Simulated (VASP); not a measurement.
Band structure of Rb$_{3}$Bi (space group Fm-3m). Method: LDA (Ceperley-Alder, Perdew-Zunger), VASP's LDA PAW potentials (set 64) (plane waves; VASP 6.6.1).

Unless said otherwise, spin-orbit coupling is left out, though it shifts the bands of the heavy elements here.

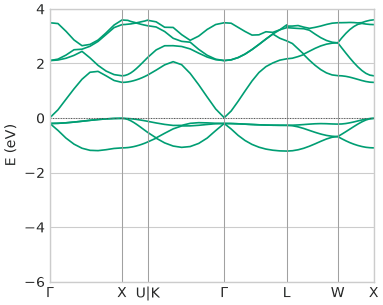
Bands along high-symmetry lines, zero at the valence-band maximum or, without a gap, the Fermi level

Q: Read the plot: is there a gap, and where are the band edges?

A: It has no gap at this level: it comes out as a metal or semimetal.

The structure comes from a computed database's Rb3Bi entry; how it stands against other phases isn't given here. The cell was not relaxed at this level.
